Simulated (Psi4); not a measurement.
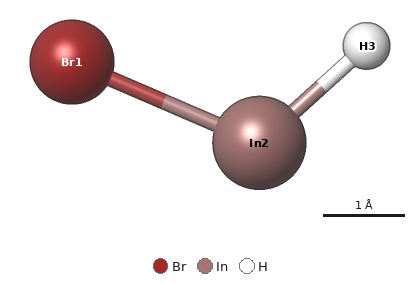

The structure (ball-and-stick view, seen on its broad side; atoms are numbered from 1 in the order of the input). Sticks mark near contacts. Bond lengths as drawn: Br–In 2.55 Å and H–In 1.80 Å.

Run report: InHBr, property calculation

The run: property calculation of InHBr, multiplicity 2. Method and program: HF/def2-TZVPPD, UHF, core potentials def2 (Psi4 1.11).

The atoms were displaced at random from an optimised geometry.

The input (brhin.in)
```
memory 1.6 GB

molecule geom {
  0 2
  Br     1.781723    -0.347781     0.913452
  In    -0.442789    -0.627692    -0.297512
  H     -1.335268     0.913968    -0.586739
}

set basis def2-TZVPPD
set reference uhf
set scf_type df

result, w = energy("scf", return_wfn=True)
oeprop(w, "MULLIKEN_CHARGES", "DIPOLE", "MAYER_INDICES", "ESP_AT_NUCLEI")
print_variables()
```

Run on 1 thread of Intel Xeon (Sapphire Rapids), 16 GiB of memory available, shared host.

Run as:
```bash
psi4 -n 1 brhin.in brhin.out
```

What the program printed
```
Psi4 1.11 release

   => Loading Basis Set <=

    Name: DEF2-TZVPPD
    Role: ORBITAL
    Keyword: BASIS

    !!!  WARNING: ECP capability is in beta. Please check occupations closely.  !!!

         ---------------------------------------------------------
                                   SCF
                              UHF Reference
                        1 Threads,   1525 MiB Core
         ---------------------------------------------------------

  ==> Geometry <==

    Molecular point group: cs
    Full point group: Cs

    Geometry (in Angstrom), charge = 0, multiplicity = 2:

       Center              X                  Y                   Z               Mass
    ------------   -----------------  -----------------  -----------------  -----------------
         BR           1.511514238668     0.159427427187     0.000000000000    78.918337600000
         IN          -1.021077842360    -0.122024107673     0.000000000000   114.903878776000
         H           -1.945165373328     1.428120664172     0.000000000000     1.007825032230

  Running in cs symmetry.

  Rotational constants: A =      6.29673  B =      0.05491  C =      0.05443 [cm^-1]
  Rotational constants: A = 188771.08221  B =   1646.13264  C =   1631.90203 [MHz]
  Nuclear repulsion =  163.824005132517641

  Charge       = 0
  Multiplicity = 2
  Electrons    = 57
  Nalpha       = 29
  Nbeta        = 28

  ==> Algorithm <==

  SCF Algorithm Type is DF.
  DIIS enabled.
  MOM disabled.
  Fractional occupation disabled.
  Guess Type is SAD.
  Energy threshold   = 1.00e-06
  Density threshold  = 1.00e-06
  Integral threshold = 1.00e-12

  ==> Primary Basis <==

  Basis Set: DEF2-TZVPPD
    Blend: DEF2-TZVPPD
    Number of shells: 44
    Number of basis functions: 130
    Number of Cartesian functions: 149
    Spherical Harmonics?: true
    Max angular momentum: 3

  Core potential: DEF2-TZVPPD
    Number of shells: 4
    Number of ECP primitives: 18
    Number of ECP core electrons: 28
    Max angular momentum: 3

   => Loading Basis Set <=

    Name: (DEF2-TZVPPD AUX)
    Role: JKFIT
    Keyword: DF_BASIS_SCF

  ==> Integral Setup <==

  DFHelper Memory: AOs need 0.068 GiB; user supplied 1.118 GiB.
  SCF_SUBTYPE=INCORE selected. In-core MEM_DF algorithm will be used.
  Using in-core AOs.

  ==> MemDFJK: Density-Fitted J/K Matrices <==

    J tasked:                   Yes
    K tasked:                   Yes
    wK tasked:                   No
    Memory [MiB]:              1144
    Algorithm:                 Core
    Schwarz Cutoff:           1E-12
    Mask sparsity (%):       2.4615
    Fitting Condition:        1E-10

   => Auxiliary Basis Set <=

  Basis Set: (DEF2-TZVPPD AUX)
    Blend: DEF2-UNIVERSAL-JKFIT
    Number of shells: 112
    Number of basis functions: 502
    Number of Cartesian functions: 700
    Spherical Harmonics?: true
    Max angular momentum: 5

  Minimum eigenvalue in the overlap matrix is 8.8247268622E-04.
  Reciprocal condition number of the overlap matrix is 1.6563532865E-04.
    Using symmetric orthogonalization.

  ==> Pre-Iterations <==

  SCF Guess: Superposition of Atomic Densities via on-the-fly atomic UHF (no occupation information).

   -------------------------
    Irrep   Nso     Nmo
   -------------------------
     A'        87      87
     A"        43      43
   -------------------------
    Total     130     130
   -------------------------

  ==> Iterations <==

                           Total Energy        Delta E     RMS |[F,P]|

   @DF-UHF iter SAD: -2759.43564368542775   -2.75944e+03   0.00000e+00
   @DF-UHF iter   1: -2761.95459891679548   -2.51896e+00   1.32527e-02 DIIS/ADIIS
   @DF-UHF iter   2: -2762.16579579958989   -2.11197e-01   7.70840e-03 DIIS/ADIIS
   @DF-UHF iter   3: -2762.24622675633418   -8.04310e-02   4.20747e-04 DIIS/ADIIS
   @DF-UHF iter   4: -2762.24739922602157   -1.17247e-03   1.49049e-04 DIIS/ADIIS
   @DF-UHF iter   5: -2762.24775378564527   -3.54560e-04   7.15652e-05 DIIS
   @DF-UHF iter   6: -2762.24788720946572   -1.33424e-04   2.81321e-05 DIIS
   @DF-UHF iter   7: -2762.24790767212062   -2.04627e-05   1.65822e-05 DIIS
   @DF-UHF iter   8: -2762.24791879056875   -1.11184e-05   8.78917e-06 DIIS
   @DF-UHF iter   9: -2762.24792275045729   -3.95989e-06   3.76677e-06 DIIS
   @DF-UHF iter  10: -2762.24792345429751   -7.03840e-07   1.44468e-06 DIIS
   @DF-UHF iter  11: -2762.24792353420662   -7.99091e-08   5.60401e-07 DIIS
  Energy and wave function converged.

  ==> Post-Iterations <==

   @Spin Contamination Metric:   2.160697192E-02
   @S^2 Expected:                7.500000000E-01
   @S^2 Observed:                7.716069719E-01
   @S   Expected:                5.000000000E-01
   @S   Observed:                5.000000000E-01

    Orbital Energies [Eh]
    ---------------------

    Alpha Occupied:

       1Ap  -489.988501     2Ap   -65.130633     3Ap   -58.485796
       1App  -58.484779     4Ap   -58.484710     5Ap    -9.803414
       6Ap    -7.413862     2App   -7.409934     7Ap    -7.409665
       8Ap    -5.419517     3App   -3.677580     9Ap    -3.673186
      10Ap    -3.669227    11Ap    -3.154439     4App   -3.153204
      12Ap    -3.152736     5App   -3.149133    13Ap    -3.149118
      14Ap    -1.068325     6App   -1.061511    15Ap    -1.061301
       7App   -1.058052    16Ap    -1.054933    17Ap    -0.961871
      18Ap    -0.556430    19Ap    -0.447489    20Ap    -0.403094
       8App   -0.402360    21Ap    -0.322811

    Alpha Virtual:

       9App    0.000959    22Ap     0.041124    23Ap     0.047628
      24Ap     0.074366    25Ap     0.083057    26Ap     0.086818
      10App    0.088301    11App    0.089620    27Ap     0.103718
      12App    0.107405    28Ap     0.125325    29Ap     0.132680
      13App    0.157535    30Ap     0.167880    31Ap     0.194641
      32Ap     0.236057    14App    0.244270    33Ap     0.244563
      15App    0.273517    34Ap     0.277940    16App    0.286279
      35Ap     0.288093    36Ap     0.328732    37Ap     0.331373
      17App    0.362734    38Ap     0.376416    18App    0.382371
      39Ap     0.396709    40Ap     0.423366    41Ap     0.482096
      19App    0.518584    42Ap     0.531619    43Ap     0.567124
      44Ap     0.607483    20App    0.636140    21App    0.639950
      45Ap     0.641568    46Ap     0.655441    22App    0.685533
      47Ap     0.722346    48Ap     0.759388    49Ap     0.826934
      23App    0.857543    24App    0.872770    50Ap     0.875065
      51Ap     0.976292    25App    1.008594    52Ap     1.008636
      53Ap     1.098186    26App    1.124436    54Ap     1.159842
      55Ap     1.167686    56Ap     1.206523    27App    1.237481
      28App    1.318096    57Ap     1.324110    58Ap     1.427351
      59Ap     1.706272    29App    1.796584    60Ap     1.799335
      30App    1.814320    61Ap     1.822852    31App    1.843403
      62Ap     1.844105    63Ap     1.846965    32App    1.851271
      64Ap     1.861500    33App    1.988422    65Ap     1.998969
      34App    2.029376    66Ap     2.046493    67Ap     2.114695
      68Ap     2.358360    35App    2.443804    69Ap     2.456508
      36App    2.494935    70Ap     2.495359    37App    2.556818
      71Ap     2.610972    72Ap     2.632568    73Ap     3.008857
      74Ap     3.362965    38App    3.510296    75Ap     3.524467
      39App    3.695811    76Ap     3.730262    77Ap     4.017685
      40App    4.196328    78Ap     4.217775    41App    4.614151
      79Ap     4.617722    80Ap     4.653243    42App    4.655173
      81Ap     4.707082    82Ap     4.730023    83Ap     8.197284
      84Ap    38.420506    43App   39.342248    85Ap    39.472613
      86Ap    39.675339    87Ap   125.641188

    Beta Occupied:

       1Ap  -489.988029     2Ap   -65.130347     3Ap   -58.484838
       1App  -58.484652     4Ap   -58.484297     5Ap    -9.802463
       6Ap    -7.411431     2App   -7.409707     7Ap    -7.408858
       8Ap    -5.415636     3App   -3.676248     9Ap    -3.670587
      10Ap    -3.667675    11Ap    -3.153518     4App   -3.152490
      12Ap    -3.151862     5App   -3.148921    13Ap    -3.148892
      14Ap    -1.065513     6App   -1.058669    15Ap    -1.055657
       7App   -1.055408    16Ap    -1.050230    17Ap    -0.953199
      18Ap    -0.508011    19Ap    -0.405496     8App   -0.401146
      20Ap    -0.394092

    Beta Virtual:

      21Ap    -0.012826     9App    0.019187    22Ap     0.046653
      23Ap     0.053685    24Ap     0.082321    25Ap     0.085570
      10App    0.090118    11App    0.092624    26Ap     0.093554
      27Ap     0.109587    12App    0.109672    28Ap     0.130606
      29Ap     0.138744    13App    0.164844    30Ap     0.182723
      31Ap     0.217943    32Ap     0.243539    14App    0.244603
      33Ap     0.250376    15App    0.278160    34Ap     0.283638
      16App    0.299407    35Ap     0.303930    36Ap     0.333647
      37Ap     0.344119    17App    0.371901    38Ap     0.386755
      18App    0.389302    39Ap     0.410137    40Ap     0.437554
      41Ap     0.497131    19App    0.519679    42Ap     0.537323
      43Ap     0.571564    44Ap     0.623821    20App    0.637259
      21App    0.643472    45Ap     0.645297    46Ap     0.660211
      22App    0.696937    47Ap     0.728207    48Ap     0.790257
      49Ap     0.838240    23App    0.876201    24App    0.884812
      50Ap     0.891545    51Ap     0.990213    25App    1.015611
      52Ap     1.018074    53Ap     1.116416    26App    1.148055
      54Ap     1.177150    55Ap     1.196415    56Ap     1.217855
      27App    1.250489    28App    1.329384    57Ap     1.339649
      58Ap     1.431155    59Ap     1.717783    29App    1.798093
      60Ap     1.801234    30App    1.817764    61Ap     1.827431
      31App    1.844294    62Ap     1.844873    63Ap     1.851475
      32App    1.854092    64Ap     1.864912    33App    1.990224
      65Ap     2.001979    34App    2.031390    66Ap     2.050283
      67Ap     2.118416    68Ap     2.364079    35App    2.447995
      69Ap     2.460564    36App    2.498335    70Ap     2.499350
      37App    2.559614    71Ap     2.615268    72Ap     2.637073
      73Ap     3.035273    74Ap     3.374259    38App    3.524794
      75Ap     3.538925    39App    3.708926    76Ap     3.743709
      77Ap     4.036373    40App    4.219924    78Ap     4.241044
      41App    4.614774    79Ap     4.618504    80Ap     4.656380
      42App    4.656573    81Ap     4.708995    82Ap     4.744727
      83Ap     8.198687    84Ap    38.421676    43App   39.343320
      85Ap    39.474685    86Ap    39.676011    87Ap   125.641300

    Final Occupation by Irrep:
             Ap   App
    DOCC [    20,    8 ]
    SOCC [     1,    0 ]
    NA   [    21,    8 ]
    NB   [    20,    8 ]

  @DF-UHF Final Energy: -2762.24792353420662

   => Energetics <=

    Nuclear Repulsion Energy =            163.8240051325176410
    One-Electron Energy =               -4246.1979793692962630
    Two-Electron Energy =                1320.1260507025722291
    Total Energy =                      -2762.2479235342066204

  UHF NO Occupations:
  HONO-2 :   19 Ap 1.9990316
  HONO-1 :   20 Ap 1.9907447
  HONO-0 :   21 Ap 1.0000000
  LUNO+0 :   22 Ap 0.0092553
  LUNO+1 :   23 Ap 0.0009684
  LUNO+2 :    9App 0.0002857
  LUNO+3 :   24 Ap 0.0001855

Computation Completed

Properties will be evaluated at   0.000000,   0.000000,   0.000000 [a0]

Properties computed using the SCF density matrix

 Multipole Moments:

 ------------------------------------------------------------------------------------
     Multipole            Electronic (a.u.)      Nuclear  (a.u.)        Total (a.u.)
 ------------------------------------------------------------------------------------

 L = 1.  Multiply by 2.5417464519 to convert [e a0] to [Debye]
 Dipole X            :        -57.0299259           55.7756413           -1.2542846
 Dipole Y            :         -8.7711640            8.4009180           -0.3702460
 Dipole Z            :          0.0000000            0.0000000            0.0000000
 Magnitude           :                                                    1.3077890

 ------------------------------------------------------------------------------------

	total time  =          3 seconds =       0.05 minutes

Properties will be evaluated at   0.000000,   0.000000,   0.000000 [a0]
OEProp: No title given, name of density matrix used for the following properties is 'SCF alpha density'

 Electrostatic potentials at the nuclear coordinates:
 ---------------------------------------------
   Center     Electrostatic Potential (a.u.)
 ---------------------------------------------
    1 BR           -175.902626567188
    2 IN           -20.769781728767
    3  H            -1.063784834040
 ---------------------------------------------

 Multipole Moments:

 ------------------------------------------------------------------------------------
     Multipole            Electronic (a.u.)      Nuclear  (a.u.)        Total (a.u.)
 ------------------------------------------------------------------------------------

 L = 1.  Multiply by 2.5417464519 to convert [e a0] to [Debye]
 Dipole X            :        -57.0299259           55.7756413           -1.2542846
 Dipole Y            :         -8.7711640            8.4009180           -0.3702460
 Dipole Z            :          0.0000000            0.0000000            0.0000000
 Magnitude           :                                                    1.3077890

 ------------------------------------------------------------------------------------
  Mulliken Charges: (a.u.)
   Center  Symbol    Alpha    Beta     Spin     Total
       1    BR    17.79013 17.72888  0.06125 -0.51901
       2    IN    10.42411  9.79789  0.62622  0.77799
       3     H     0.78576  0.47323  0.31253 -0.25899

   Total alpha = 29.00000, Total beta = 28.00000, Total charge = -0.00000

  Mayer Bond Indices:

  Total Bond Index:
  Irrep: 1 Size: 3 x 3

                 1                   2                   3

    1     0.00000000000000     0.78977195595712     0.01473448047083
    2     0.78977195595712     0.00000000000000     0.87457018342813
    3     0.01473448047083     0.87457018342813     0.00000000000000

  Alpha Contribution:
  Irrep: 1 Size: 3 x 3

                 1                   2                   3

    1     0.00000000000000     0.35450936047452    -0.00050258213726
    2     0.35450936047452     0.00000000000000     0.38947438575799
    3    -0.00050258213726     0.38947438575799     0.00000000000000

  Beta Contribution:
  Irrep: 1 Size: 3 x 3

                 1                   2                   3

    1     0.00000000000000     0.43526259548259     0.01523706260809
    2     0.43526259548259     0.00000000000000     0.48509579767015
    3     0.01523706260809     0.48509579767015     0.00000000000000

  Atomic Valences:

 #  #
 Irrep: 1
      1:    0.804506436427950
      2:    1.664342139385255
      3:    0.889304663898964

  Variable Map:
  ----------------------------------------------------------------------------
  "CURRENT ENERGY"           =>   -2762.247923534207
  "CURRENT REFERENCE ENERGY" =>   -2762.247923534207
  "DD SOLVATION ENERGY"      =>       0.000000000000
  "ESP AT CENTER 1"          =>    -175.902626567188
  "ESP AT CENTER 2"          =>     -20.769781728767
  "ESP AT CENTER 3"          =>      -1.063784834040
  "HF KINETIC ENERGY"        =>    2646.439205060062
  "HF POTENTIAL ENERGY"      =>   -5408.687128594269
  "HF TOTAL ENERGY"          =>   -2762.247923534207
  "HF VIRIAL RATIO"          =>       2.043760203617
  "NUCLEAR REPULSION ENERGY" =>     163.824005132518
  "ONE-ELECTRON ENERGY"      =>   -4246.197979369296
  "PCM POLARIZATION ENERGY"  =>       0.000000000000
  "PE ENERGY"                =>       0.000000000000
  "SCF ITERATION ENERGY"     =>   -2762.247923534207
  "SCF ITERATIONS"           =>      11.000000000000
  "SCF TOTAL ENERGY"         =>   -2762.247923534207
  "TWO-ELECTRON ENERGY"      =>    1320.126050702572

  Array Variable Map:
  ----------------------------------------------------------------------------
  "CURRENT DIPOLE"           =>      -1.254284612117 ... 0.000000000000 1 by 3
  "DIPOLE"                   =>      -1.254284612117 ... 0.000000000000 1 by 3
  "SCF DIPOLE"               =>      -1.254284612117 ... 0.000000000000 1 by 3
  "SCF TOTAL ENERGIES"       =>   -2759.435643685428 ... -2762.247923534207 1 by 12

    Psi4 run time: 0:00:03.18
```

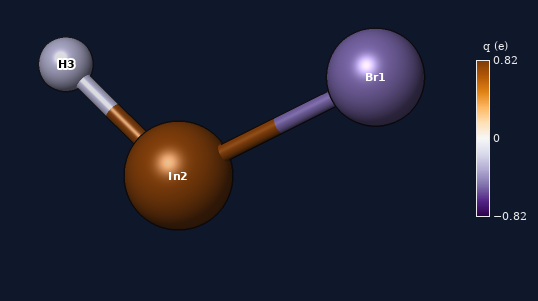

Mulliken charges, as the colour of each atom (ball-and-stick view, seen at an oblique angle; atoms are numbered from 1 in the order of the input). By element: Br −0.52, In +0.78 and H −0.26 e.

Key numbers

```tsv
quantity	value
outcome	converged
total energy	−2762.247924 hartree
basis functions	130
⟨S²⟩	0.772
dipole moment	3.32 D
wall time	4.8 s
peak memory	0.29 GiB
```
